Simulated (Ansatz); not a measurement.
# Geometry relaxation of C2H8O2Si

System: C2H8O2Si, SMILES OCOC[SiH3].
Method: RKS PBE0-D4/def2-TZVP (Ansatz 0.2.0).

The geometry: PBE-D4/def2-SVP start. Figures and captions count atoms from 1; the log counts them from 0 in places.

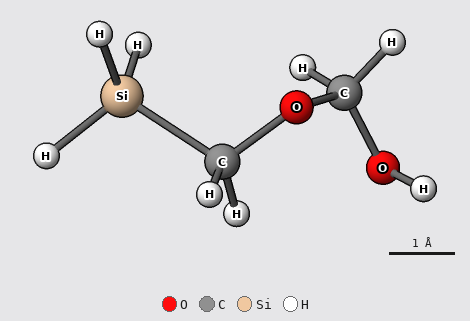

**Figure 1.** The structure as given in the input (ball-and-stick view, seen at a tilt).

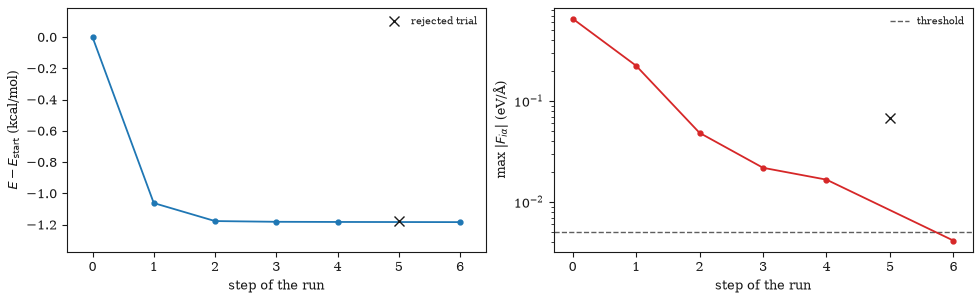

**Figure 2.** Progress of the relaxation, step by step (the first geometry is step 0 here and step 1 in the log).

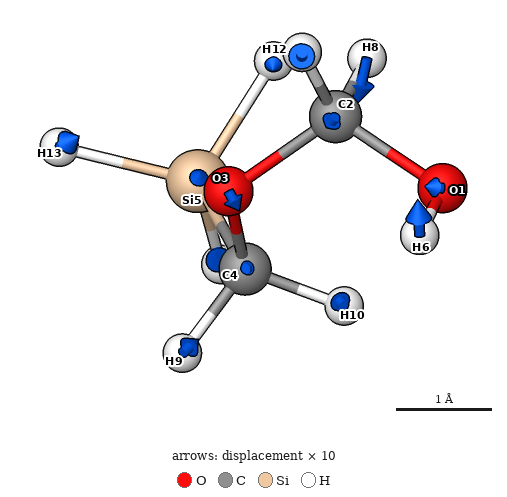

**Figure 3.** The starting structure with the displacements as blue arrows, magnified 10 times (ball-and-stick view, seen at a tilt). The two geometries are laid on each other by the best rigid fit. H8 moves most after the best rigid fit: 0.054 Å. Largest moves by element: H 0.054 Å, O 0.026 Å, C 0.023 Å, Si 0.021 Å. Among the contacts that change: C4–Si5 1.918 → 1.896 Å, C2–H7 1.114 → 1.095 Å, C2–H8 1.116 → 1.096 Å, C4–H10 1.114 → 1.096 Å. The energy falls by 1.18 kcal/mol in 6 geometry steps. Largest force component: 0.65 eV/Å at the start, 0.0041 eV/Å at the end. The line search rejected the trial step at point 5 (counted from 0) and went back. (Atoms are counted from 1 in the order of the input.)

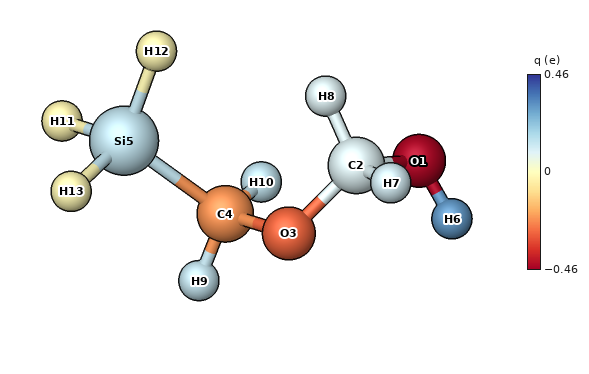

**Figure 4.** Mulliken charges, as the colour of each atom (ball-and-stick view, seen at a tilt; atoms are numbered from 1 in the order of the input). By element: O −0.44 to −0.28, C −0.22 to +0.09, Si +0.14 and H −0.03 to +0.31 e.

These pictures come from the run below.

The input
```yaml
crystal:
  periodic: [false, false, false]
  atoms:
    - {symbol: O, position_ang: [-1.606102, 0.831268, 1.571301]}
    - {symbol: C, position_ang: [-0.612974, -0.156130, 1.476318]}
    - {symbol: O, position_ang: [0.586483, 0.304392, 0.898690]}
    - {symbol: C, position_ang: [0.450854, 0.691097, -0.476700]}
    - {symbol: Si, position_ang: [0.726133, -0.788121, -1.665488]}
    - {symbol: H, position_ang: [-1.255303, 1.533304, 2.152915]}
    - {symbol: H, position_ang: [-0.305248, -0.556431, 2.469528]}
    - {symbol: H, position_ang: [-1.073550, -0.976349, 0.876763]}
    - {symbol: H, position_ang: [1.227659, 1.459296, -0.677815]}
    - {symbol: H, position_ang: [-0.532993, 1.184011, -0.651068]}
    - {symbol: H, position_ang: [0.528701, -0.349381, -3.093071]}
    - {symbol: H, position_ang: [-0.239557, -1.901878, -1.365801]}
    - {symbol: H, position_ang: [2.126396, -1.309678, -1.500773]}
basis:
  gaussian: {orbitals: def2-TZVP}
hamiltonian: {xc: pbe0, dispersion: d4}
relax: {f_tol: 0.005, max_steps: 150}
```

Command:
```bash
ansatz run in.yaml --threads 4 --pin off --events-out ev --progress --plain --max-ram 10444MiB
```

The program's output
```
Functional definition: PBE0
  name "PBE0"
  cite "Adamo & Barone, J. Chem. Phys. 110, 6158 (1999) doi:10.1063/1.478522"
  cite "Perdew, Burke & Ernzerhof, Phys. Rev. Lett. 77, 3865 (1996) doi:10.1103/PhysRevLett.77.3865"
  parent pbe
  parameter a = 0.25
  parameter kappa = 0.804
  parameter beta = 0.06672455060314922
  exchange = (1 - a)*pbe_x(kappa = kappa, mu = beta*pi^2/3) + a*exact_x
  correlation = pbe_c(beta = beta)
1282 factors; their error is unknown
mean field evaluation 1: about -14161.8753 eV, gradient 5.6e1 eV
mean field evaluation 2: about -14157.5498 eV, gradient 7.3e1 eV
mean field evaluation 4: about -14167.7217 eV, gradient 3.5e0 eV
mean field evaluation 8: about -14167.7444 eV, gradient 6.1e-2 eV
mean field evaluation 16: about -14167.7752 eV, gradient 7.5e-5 eV
mean field -14167.77517932 eV, -520.6561345772 hartree, gradient 1.4e-5 eV, S^2 0.000000; 0 other end points of the search recorded, 0 dependent functions left out
the calculation of the forces begins
reference -14167.77521420 eV, -520.6561358590 hartree; 25, 25 occupied and 184, 184 virtual orbitals, 1282 factors
relax step   1: F+E_penalty+E_count = -14167.97732195 eV  Δ(F+E_penalty+E_count) = +0.000e0 eV  max|allowed force component| = 6.532e-1 eV/Å  Δτ_max = 0.0000 Å  (28 SCF iters, accepted)
these checks for a lower state are left out or cut short: starts, cluster_reference, orbital_swaps, neighbouring_geometries, increment
1282 factors; their error is unknown
mean field -14167.82033423 eV, -520.6577939893 hartree, gradient 2.0e-5 eV, S^2 0.000000; 0 other end points of the search recorded, 0 dependent functions left out
the calculation of the forces begins
reference -14167.82036888 eV, -520.6577952627 hartree; 25, 25 occupied and 184, 184 virtual orbitals, 1282 factors
relax step   2: F+E_penalty+E_count = -14168.02335898 eV  Δ(F+E_penalty+E_count) = -4.604e-2 eV  max|allowed force component| = 2.234e-1 eV/Å  Δτ_max = 0.0340 Å  (31 SCF iters, accepted)
these checks for a lower state are left out or cut short: starts, cluster_reference, orbital_swaps, neighbouring_geometries, increment
1282 factors; their error is unknown
mean field evaluation 32: about -14167.8252 eV, gradient 2.0e-5 eV
mean field -14167.82517772 eV, -520.6579719845 hartree, gradient 2.0e-5 eV, S^2 0.000000; 0 other end points of the search recorded, 0 dependent functions left out
the calculation of the forces begins
reference -14167.82521230 eV, -520.6579732553 hartree; 25, 25 occupied and 184, 184 virtual orbitals, 1282 factors
relax step   3: F+E_penalty+E_count = -14168.02835378 eV  Δ(F+E_penalty+E_count) = -4.995e-3 eV  max|allowed force component| = 4.833e-2 eV/Å  Δτ_max = 0.0143 Å  (31 SCF iters, accepted)
these checks for a lower state are left out or cut short: starts, cluster_reference, orbital_swaps, neighbouring_geometries, increment
1282 factors; their error is unknown
mean field -14167.82531945 eV, -520.6579771930 hartree, gradient 2.0e-5 eV, S^2 0.000000; 0 other end points of the search recorded, 0 dependent functions left out
the calculation of the forces begins
reference -14167.82535403 eV, -520.6579784638 hartree; 25, 25 occupied and 184, 184 virtual orbitals, 1282 factors
relax step   4: F+E_penalty+E_count = -14168.02855716 eV  Δ(F+E_penalty+E_count) = -2.034e-4 eV  max|allowed force component| = 2.180e-2 eV/Å  Δτ_max = 0.0073 Å  (32 SCF iters, accepted)
these checks for a lower state are left out or cut short: starts, cluster_reference, orbital_swaps, neighbouring_geometries, increment
1282 factors; their error is unknown
mean field -14167.82536787 eV, -520.6579789724 hartree, gradient 2.0e-5 eV, S^2 0.000000; 0 other end points of the search recorded, 0 dependent functions left out
the calculation of the forces begins
reference -14167.82540245 eV, -520.6579802431 hartree; 25, 25 occupied and 184, 184 virtual orbitals, 1282 factors
relax step   5: F+E_penalty+E_count = -14168.02860236 eV  Δ(F+E_penalty+E_count) = -4.520e-5 eV  max|allowed force component| = 1.663e-2 eV/Å  Δτ_max = 0.0190 Å  (31 SCF iters, accepted)
these checks for a lower state are left out or cut short: starts, cluster_reference, orbital_swaps, neighbouring_geometries, increment
1282 factors; their error is unknown
mean field -14167.82519755 eV, -520.6579727130 hartree, gradient 2.0e-5 eV, S^2 0.000000; 0 other end points of the search recorded, 0 dependent functions left out
the calculation of the forces begins
reference -14167.82523214 eV, -520.6579739842 hartree; 25, 25 occupied and 184, 184 virtual orbitals, 1282 factors
relax step   6: F+E_penalty+E_count = -14168.02839491 eV  Δ(F+E_penalty+E_count) = +2.075e-4 eV  max|allowed force component| = 6.715e-2 eV/Å  Δτ_max = 0.0080 Å  (32 SCF iters, rejected (line search))
these checks for a lower state are left out or cut short: starts, cluster_reference, orbital_swaps, neighbouring_geometries, increment
1282 factors; their error is unknown
mean field -14167.82543779 eV, -520.6579815419 hartree, gradient 2.0e-5 eV, S^2 0.000000; 0 other end points of the search recorded, 0 dependent functions left out
the calculation of the forces begins
reference -14167.82547238 eV, -520.6579828128 hartree; 25, 25 occupied and 184, 184 virtual orbitals, 1282 factors
relax step   7: F+E_penalty+E_count = -14168.02864649 eV  Δ(F+E_penalty+E_count) = -4.413e-5 eV  max|allowed force component| = 4.146e-3 eV/Å  Δτ_max = 0.0038 Å  (32 SCF iters, accepted)
1282 factors; their error is unknown
mean field evaluation 64: about -14167.8254 eV, gradient 1.9e-4 eV
mean field -14167.82543779 eV, -520.6579815419 hartree, gradient 2.0e-5 eV, S^2 0.000000; 1 other end points of the search recorded, 0 dependent functions left out
the calculation of the forces begins
reference -14167.82547238 eV, -520.6579828128 hartree; 25, 25 occupied and 184, 184 virtual orbitals, 1282 factors
Total energy: -14168.02868108 eV, -520.6654505948 hartree
Atom 0 at    -1.586188     0.831145     1.584277 Å, force     0.001009    -0.001048    -0.001313 eV/Å
Atom 1 at    -0.602269    -0.151787     1.456053 Å, force     0.001381    -0.000061    -0.001278 eV/Å
Atom 2 at     0.576891     0.324552     0.885923 Å, force    -0.000976     0.000312     0.004146 eV/Å
Atom 3 at     0.443282     0.685446    -0.486731 Å, force    -0.003276    -0.000087    -0.001637 eV/Å
Atom 4 at     0.723632    -0.789359    -1.644500 Å, force     0.001568    -0.001401    -0.000012 eV/Å
Atom 5 at    -1.256834     1.504545     2.187231 Å, force     0.000387     0.000982     0.000381 eV/Å
Atom 6 at    -0.305499    -0.561988     2.426625 Å, force     0.000462    -0.000065    -0.000507 eV/Å
Atom 7 at    -1.057123    -0.938156     0.842693 Å, force    -0.001016     0.000060     0.001146 eV/Å
Atom 8 at     1.207174     1.441591    -0.689219 Å, force     0.000397     0.000823     0.000283 eV/Å
Atom 9 at    -0.525678     1.164511    -0.667190 Å, force     0.001186    -0.000207    -0.000066 eV/Å
Atom 10 at     0.535091    -0.348583    -3.053575 Å, force    -0.000212     0.000752    -0.001031 eV/Å
Atom 11 at    -0.236707    -1.887469    -1.354300 Å, force    -0.000246    -0.000230    -0.000512 eV/Å
Atom 12 at     2.104727    -1.309047    -1.472490 Å, force    -0.000664     0.000169     0.000401 eV/Å
Dipole moment:     0.038462     0.134218     0.104310 e Å
```

Trajectory as extended XYZ (Å, eV, eV/Å), 7 frames, from step=1 to step=7
```
13
Properties=species:S:1:pos:R:3:forces:R:3 step=1 energy=-14167.97732
O    -1.6061    0.8313    1.5713    0.6532   0.2667   0.4498
C    -0.6130   -0.1561    1.4763    0.0965  -0.4385  -0.0243
O     0.5865    0.3044    0.8987   -0.5024   0.0251  -0.1455
C     0.4509    0.6911   -0.4767   -0.0979   0.2388  -0.1484
Si    0.7261   -0.7881   -1.6655    0.0167   0.0100   0.0554
H    -1.2553    1.5333    2.1529   -0.2990  -0.4700  -0.4116
H    -0.3052   -0.5564    2.4695   -0.2168   0.2888  -0.5120
H    -1.0736   -0.9763    0.8768    0.2744   0.4762   0.2732
H     1.2277    1.4593   -0.6778   -0.3685  -0.3865   0.1455
H    -0.5330    1.1840   -0.6511    0.5133  -0.2738   0.1006
H     0.5287   -0.3494   -3.0931    0.0318  -0.0623   0.3120
H    -0.2396   -1.9019   -1.3658    0.1891   0.2210  -0.0609
H     2.1264   -1.3097   -1.5008   -0.2906   0.1044  -0.0339
13
Properties=species:S:1:pos:R:3:forces:R:3 step=2 energy=-14168.02336
O    -1.5914    0.8310    1.5706    0.2000   0.0688   0.1481
C    -0.6080   -0.1571    1.4628    0.1124  -0.0950  -0.0284
O     0.5818    0.3118    0.8919   -0.2234  -0.0129  -0.0295
C     0.4458    0.6870   -0.4802   -0.0004   0.0146  -0.0375
Si    0.7243   -0.7893   -1.6504   -0.0046   0.0789   0.0391
H    -1.2471    1.5184    2.1560   -0.1086  -0.1278  -0.1215
H    -0.3088   -0.5554    2.4439   -0.0808   0.0711  -0.1582
H    -1.0618   -0.9573    0.8562    0.0807   0.1482   0.0942
H     1.2125    1.4488   -0.6768   -0.1099  -0.1182   0.0235
H    -0.5286    1.1682   -0.6555    0.1496  -0.0754   0.0259
H     0.5246   -0.3421   -3.0601    0.0106  -0.0265   0.0653
H    -0.2347   -1.8924   -1.3554    0.0451   0.0512  -0.0136
H     2.1119   -1.3062   -1.4883   -0.0708   0.0231  -0.0075
13
Properties=species:S:1:pos:R:3:forces:R:3 step=3 energy=-14168.02835
O    -1.5873    0.8314    1.5774    0.0101  -0.0046   0.0029
C    -0.6056   -0.1544    1.4601    0.0483   0.0151  -0.0336
O     0.5776    0.3167    0.8904   -0.0331  -0.0031  -0.0168
C     0.4444    0.6824   -0.4820    0.0090  -0.0208   0.0133
Si    0.7245   -0.7865   -1.6477   -0.0047  -0.0065   0.0193
H    -1.2500    1.5126    2.1669   -0.0135   0.0166   0.0122
H    -0.3111   -0.5572    2.4339   -0.0009  -0.0079   0.0155
H    -1.0581   -0.9445    0.8509   -0.0141  -0.0118  -0.0074
H     1.2078    1.4392   -0.6811    0.0093   0.0151  -0.0008
H    -0.5245    1.1607   -0.6607   -0.0131   0.0107  -0.0025
H     0.5269   -0.3446   -3.0550   -0.0004   0.0080   0.0002
H    -0.2313   -1.8870   -1.3537   -0.0051  -0.0088  -0.0024
H     2.1072   -1.3033   -1.4846    0.0082  -0.0021   0.0003
13
Properties=species:S:1:pos:R:3:forces:R:3 step=4 energy=-14168.02856
O    -1.5865    0.8319    1.5796    0.0037  -0.0005   0.0004
C    -0.6045   -0.1535    1.4575    0.0218   0.0066  -0.0074
O     0.5770    0.3192    0.8882   -0.0100   0.0010   0.0075
C     0.4443    0.6835   -0.4837    0.0015  -0.0121   0.0060
Si    0.7242   -0.7886   -1.6447    0.0006   0.0045  -0.0055
H    -1.2516    1.5104    2.1737   -0.0075   0.0053   0.0057
H    -0.3097   -0.5598    2.4300   -0.0011  -0.0048   0.0058
H    -1.0587   -0.9417    0.8464   -0.0081  -0.0045  -0.0033
H     1.2079    1.4406   -0.6834    0.0033   0.0027  -0.0047
H    -0.5247    1.1621   -0.6633   -0.0056   0.0053  -0.0031
H     0.5272   -0.3441   -3.0513    0.0005  -0.0016  -0.0054
H    -0.2318   -1.8898   -1.3526   -0.0011  -0.0004   0.0013
H     2.1075   -1.3047   -1.4817    0.0019  -0.0014   0.0027
13
Properties=species:S:1:pos:R:3:forces:R:3 step=5 energy=-14168.02860
O    -1.5863    0.8318    1.5827    0.0079  -0.0030   0.0131
C    -0.6024   -0.1513    1.4555   -0.0083  -0.0100  -0.0166
O     0.5770    0.3258    0.8868   -0.0011  -0.0029  -0.0081
C     0.4438    0.6853   -0.4865    0.0098   0.0109   0.0030
Si    0.7238   -0.7894   -1.6440   -0.0018  -0.0086  -0.0014
H    -1.2577    1.5020    2.1896   -0.0072   0.0093  -0.0018
H    -0.3067   -0.5624    2.4261   -0.0025   0.0020  -0.0019
H    -1.0568   -0.9369    0.8403    0.0048   0.0021   0.0091
H     1.2082    1.4410   -0.6891   -0.0008   0.0009   0.0000
H    -0.5245    1.1650   -0.6682   -0.0015  -0.0006   0.0039
H     0.5326   -0.3496   -3.0532   -0.0006   0.0008   0.0026
H    -0.2360   -1.8872   -1.3506    0.0023  -0.0012  -0.0037
H     2.1055   -1.3086   -1.4747   -0.0010   0.0003   0.0017
13
Properties=species:S:1:pos:R:3:forces:R:3 step=6 energy=-14168.02839 accepted=F
O    -1.5855    0.8296    1.5868   -0.0432   0.0127  -0.0355
C    -0.6019   -0.1527    1.4550    0.0297   0.0327   0.0672
O     0.5768    0.3254    0.8855    0.0058  -0.0142   0.0038
C     0.4437    0.6858   -0.4870   -0.0175  -0.0065   0.0004
Si    0.7232   -0.7900   -1.6444    0.0072   0.0113  -0.0061
H    -1.2580    1.5077    2.1859    0.0208  -0.0328  -0.0065
H    -0.3038   -0.5604    2.4262    0.0049  -0.0189  -0.0048
H    -1.0565   -0.9407    0.8435   -0.0033   0.0145  -0.0046
H     1.2062    1.4436   -0.6897   -0.0004  -0.0066  -0.0014
H    -0.5263    1.1631   -0.6652   -0.0027   0.0071  -0.0158
H     0.5382   -0.3471   -3.0534   -0.0007  -0.0020  -0.0004
H    -0.2390   -1.8876   -1.3580    0.0000   0.0040   0.0028
H     2.1034   -1.3113   -1.4704   -0.0006  -0.0013   0.0010
13
Properties=species:S:1:pos:R:3:forces:R:3 step=7 energy=-14168.02865
O    -1.5862    0.8311    1.5843    0.0010  -0.0010  -0.0013
C    -0.6023   -0.1518    1.4561    0.0014  -0.0001  -0.0013
O     0.5769    0.3246    0.8859   -0.0010   0.0003   0.0041
C     0.4433    0.6854   -0.4867   -0.0033  -0.0001  -0.0016
Si    0.7236   -0.7894   -1.6445    0.0016  -0.0014   0.0000
H    -1.2568    1.5045    2.1872    0.0004   0.0010   0.0004
H    -0.3055   -0.5620    2.4266    0.0005  -0.0001  -0.0005
H    -1.0571   -0.9382    0.8427   -0.0010   0.0001   0.0011
H     1.2072    1.4416   -0.6892    0.0004   0.0008   0.0003
H    -0.5257    1.1645   -0.6672    0.0012  -0.0002  -0.0001
H     0.5351   -0.3486   -3.0536   -0.0002   0.0008  -0.0010
H    -0.2367   -1.8875   -1.3543   -0.0002  -0.0002  -0.0005
H     2.1047   -1.3090   -1.4725   -0.0007   0.0002   0.0004
```

Summary

| quantity | value |
| --- | --- |
| outcome | converged |
| total energy | −14168.0287 eV |
| mean-field energy | −14167.8255 eV |
| dispersion energy | −0.2032 eV |
| SCF solution under orbital rotations | stable |
| largest force (length of the vector) at the end | 0.004 eV/Å |
| dipole moment | 0.84 D |
| hardware | 4 threads of Arm Neoverse V1, 23 GiB of memory available, shared host |
| wall time | 32 s (CPU time 2 min) |
| peak memory | 0.54 GiB |
